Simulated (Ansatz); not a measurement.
# BNH2Cl2 (SMILES NB(Cl)Cl): levels of theory compared

Wanted: a comparison of 4 runs (B3LYP/6-31G*, MP2/def2-SVPD, MP2/def2-TZVP) of BNH2Cl2. 

The calculation is run with Ansatz 0.2.0.

6 further runs of the same task are left out: 1 for a known fault of the program, 1 that didn't finish, 4 set aside as unsound or not needed.

**1. The molecule**

BNH2Cl2 has 6 atoms, charge 0, and is taken as a singlet. SMILES: `NB(Cl)Cl`. The shape is that of a PBE0-D4/def2-TZVP optimisation.

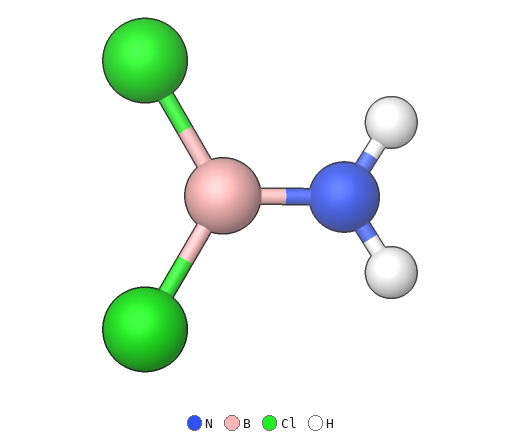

Viewed from a chosen angle; nitrogen blue, boron pink, chlorine green, hydrogen white.

**2. Energy and gradient at B3LYP/6-31G(d) (spherical functions) (run 1)**

Input file run.yaml:

```yaml
basis:
  gaussian: {orbitals: 6-31G_st_-spherical.json}
crystal:
  periodic: [false, false, false]
  atoms:
    - {symbol: N, position_ang: [0.479500, 0.537500, 0.353200]}
    - {symbol: B, position_ang: [-0.329000, -0.400500, -0.264400]}
    - {symbol: Cl, position_ang: [-2.038200, -0.065500, -0.525000]}
    - {symbol: Cl, position_ang: [0.342900, -1.939100, -0.796300]}
    - {symbol: H, position_ang: [1.458300, 0.378700, 0.517300]}
    - {symbol: H, position_ang: [0.128700, 1.425000, 0.668800]}
accuracy: high
magnetization: {spin_polarized: false, initial_magnetization: 0}
total_charge: 0
hamiltonian: {xc: {name: B3LYP}}
output: {forces: true, orbitals: {seedname: orbitals}}
```

The basis set 6-31G* is read from a file made from the Basis Set Exchange's data (not shown).

Run with:

```bash
$ ansatz run run.yaml --threads 1 --pin off --max-ram 2610MiB --events-out events.jsonl --progress --plain --runs-dir runs
```

Standard output:

```text
Warning: RAYON_NUM_THREADS=1 ignored (pool sized by the plan → 1); use --threads N
Functional definition: B3LYP
  name "B3LYP"
  parameter a0 = 0.2
  parameter ax = 0.72
  parameter ac = 0.81
  exchange = (1 - a0 - ax)*slater_x + ax*b88_x + a0*exact_x
  correlation = (1 - ac)*vwn_rpa_c + ac*lyp_c
1478 factors; integrals over basis functions are off by at most 3.7e-9 eV
mean field evaluation 1: about -27242.6455 eV, gradient 4.9e1 eV
mean field evaluation 2: about -27235.5238 eV, gradient 7.2e1 eV
mean field evaluation 4: about -27247.3279 eV, gradient 1.6e0 eV
mean field evaluation 8: about -27247.4663 eV, gradient 2.3e-1 eV
mean field evaluation 16: about -27247.4665 eV, gradient 2.0e-6 eV
mean field -27247.46648770 eV, -1001.3259244270 hartree, gradient 2.3e-8 eV, S^2 0.000000; 0 other end points of the search recorded, 0 dependent functions left out
the calculation of the forces begins
reference -27247.46652283 eV, -1001.3259257177 hartree; 24, 24 occupied and 44, 44 virtual orbitals, 1478 factors
Total energy: -27247.46652283 eV, -1001.3259257177 hartree
Atom 0 at     0.479500     0.537500     0.353200 Å, force     0.010985     0.016806     0.010219 eV/Å
Atom 1 at    -0.329000    -0.400500    -0.264400 Å, force     0.018929     0.020682     0.013748 eV/Å
Atom 2 at    -2.038200    -0.065500    -0.525000 Å, force    -0.421015     0.111151    -0.051241 eV/Å
Atom 3 at     0.342900    -1.939100    -0.796300 Å, force     0.194532    -0.372920    -0.121227 eV/Å
Atom 4 at     1.458300     0.378700     0.517300 Å, force     0.257220    -0.012056     0.056514 eV/Å
Atom 5 at     0.128700     1.425000     0.668800 Å, force    -0.060649     0.236338     0.091986 eV/Å
Dipole moment:     0.385311     0.447145     0.294373 e Å
```

Wall time 8.1 s (1 thread of Arm Neoverse V1, shared host); peak memory 0.26 GiB.

**3. Energy and forces at B3LYP/6-31G(d) (Cartesian functions) (run 2)**

Input file job.yaml:

```yaml
crystal:
  periodic: [false, false, false]
  atoms:
    - {symbol: N, position_ang: [0.479500, 0.537500, 0.353200]}
    - {symbol: B, position_ang: [-0.329000, -0.400500, -0.264400]}
    - {symbol: Cl, position_ang: [-2.038200, -0.065500, -0.525000]}
    - {symbol: Cl, position_ang: [0.342900, -1.939100, -0.796300]}
    - {symbol: H, position_ang: [1.458300, 0.378700, 0.517300]}
    - {symbol: H, position_ang: [0.128700, 1.425000, 0.668800]}
basis:
  gaussian: {orbitals: "6-31G*"}
hamiltonian: {xc: {name: B3LYP}}
accuracy: high
output: {forces: true, orbitals: {seedname: orbitals}}
```

Run with:

```bash
$ ansatz run job.yaml --threads 1 --pin off --max-ram 2610MiB --events-out events.jsonl --progress --plain --runs-dir runs
```

Standard output, cut to the lines that bear on the results:

```text
Warning: RAYON_NUM_THREADS=1 ignored (pool sized by the plan → 1); use --threads N
[... 2 set-up lines as earlier in the session ...]
[...]
1511 factors; integrals over basis functions are off by at most 3.1e-9 eV
[...]
mean field -27247.68603111 eV, -1001.3339924982 hartree, gradient 3.5e-8 eV, S^2 0.000000; 0 other end points of the search recorded, 0 dependent functions left out
[...]
reference -27247.68606621 eV, -1001.3339937884 hartree; 24, 24 occupied and 48, 48 virtual orbitals, 1511 factors
Total energy: -27247.68606621 eV, -1001.3339937884 hartree
Atom 0 at     0.479500     0.537500     0.353200 Å, force     0.000599     0.004759     0.002287 eV/Å
Atom 1 at    -0.329000    -0.400500    -0.264400 Å, force     0.040802     0.046058     0.030457 eV/Å
Atom 2 at    -2.038200    -0.065500    -0.525000 Å, force    -0.440513     0.114322    -0.054506 eV/Å
Atom 3 at     0.342900    -1.939100    -0.796300 Å, force     0.201528    -0.390595    -0.127511 eV/Å
Atom 4 at     1.458300     0.378700     0.517300 Å, force     0.255297    -0.009557     0.057178 eV/Å
Atom 5 at     0.128700     1.425000     0.668800 Å, force    -0.057714     0.235013     0.092096 eV/Å
Dipole moment:     0.384378     0.446062     0.293660 e Å
```

Wall time 9.3 s (1 thread of Arm Neoverse V1, shared host); peak memory 0.26 GiB.

Run 3 isn't shown in full; the table further down has it.

**4. Energy and forces at MP2/def2-TZVP (run 4)**

Input file in.yaml:

```yaml
crystal:
  periodic: [false, false, false]
  atoms:
    - {symbol: "N", position_ang: [0.479500, 0.537500, 0.353200]}
    - {symbol: B, position_ang: [-0.329000, -0.400500, -0.264400]}
    - {symbol: Cl, position_ang: [-2.038200, -0.065500, -0.525000]}
    - {symbol: Cl, position_ang: [0.342900, -1.939100, -0.796300]}
    - {symbol: H, position_ang: [1.458300, 0.378700, 0.517300]}
    - {symbol: H, position_ang: [0.128700, 1.425000, 0.668800]}
basis:
  gaussian:
    orbitals: def2-TZVP
accuracy: high
output: {forces: true, orbitals: {seedname: orbitals}}
correlation:
  method: mp2
  frozen_orbitals: {B: 1, Cl: 5, H: 0, "N": 1}
```

Run with:

```bash
$ ansatz run in.yaml --threads 1 --pin off --max-ram 2610MiB --events-out events.jsonl --progress --plain --runs-dir runs
```

Standard output, cut to the lines that bear on the results:

```text
Warning: RAYON_NUM_THREADS=1 ignored (pool sized by the plan → 1); use --threads N
Functional definition: HF
  name "HF"
[...]
2471 factors; integrals over basis functions are off by at most 5.1e-9 eV
[...]
mean field -27197.66224903 eV, -999.4956524143 hartree, gradient 5.9e-8 eV, S^2 0.000000; 0 other end points of the search recorded, 0 dependent functions left out
12 core orbitals not correlated: weight in the atoms' cores, before any rotation towards them, 1.000 or more for the frozen orbitals, at most 0.000 for the correlated occupied ones
reference -27197.66224903 eV, -999.4956524143 hartree; 12, 12 occupied and 124, 124 virtual orbitals, 2471 factors
second order -18.35522160 eV of doubles, -0.00000000 eV of singles
[...]
Total energy: -27216.01747063 eV, -1000.1701943664 hartree
Atom 0 at     0.479500     0.537500     0.353200 Å, force     0.067408     0.082221     0.053286 eV/Å
Atom 1 at    -0.329000    -0.400500    -0.264400 Å, force    -0.107790    -0.126338    -0.083071 eV/Å
Atom 2 at    -2.038200    -0.065500    -0.525000 Å, force    -0.014037     0.008359     0.000431 eV/Å
Atom 3 at     0.342900    -1.939100    -0.796300 Å, force     0.010902    -0.010989    -0.002263 eV/Å
Atom 4 at     1.458300     0.378700     0.517300 Å, force     0.085174    -0.025665     0.008952 eV/Å
Atom 5 at     0.128700     1.425000     0.668800 Å, force    -0.041657     0.072411     0.022665 eV/Å
Dipole moment:     0.340533     0.395194     0.260167 e Å
```

Wall time 32 s (1 thread of Arm Neoverse V1, shared host); peak memory 0.6 GiB.

**5. The series**

```
run                               level  Cartesian functions  frozen core orbitals   energy (Eh)  dipole moment (D)  HOMO energy (eV)  LUMO energy (eV)  wall time
  1  B3LYP/6-31G* (spherical functions)                   no                     –  -1001.325926               3.17             -8.10              0.28      8.1 s
  2  B3LYP/6-31G* (Cartesian functions)                  yes                     –  -1001.333994               3.16             -8.10              0.28      9.3 s
  3                       MP2/def2-SVPD                   no                    12   -999.664981               2.84            -12.06              1.56       16 s
  4                       MP2/def2-TZVP                   no                    12  -1000.170194               2.80            -11.95              3.22       32 s
```

**6. Results**

| quantity | value |
| --- | --- |
| run 4: total energy | -1000.17019 Eh |
| run 4: dipole moment (correlated density) | 2.80 D |
| run 4: HOMO energy (Hartree–Fock orbitals) | -11.95 eV |
| run 4: LUMO energy (Hartree–Fock orbitals) | 3.22 eV |
| run 4: HOMO–LUMO gap (Hartree–Fock orbitals) | 15.17 eV |
| run 4: correlation energy (12 core orbitals frozen) | -674.5 mEh |
| run 4: largest force on an atom | 0.186 eV/Å |

The dipole moment (its size) runs from 2.80 D (MP2/def2-TZVP) to 3.17 D (B3LYP/6-31G*). The two ends differ in method and basis. All runs together took 65 s, the longest 32 s.
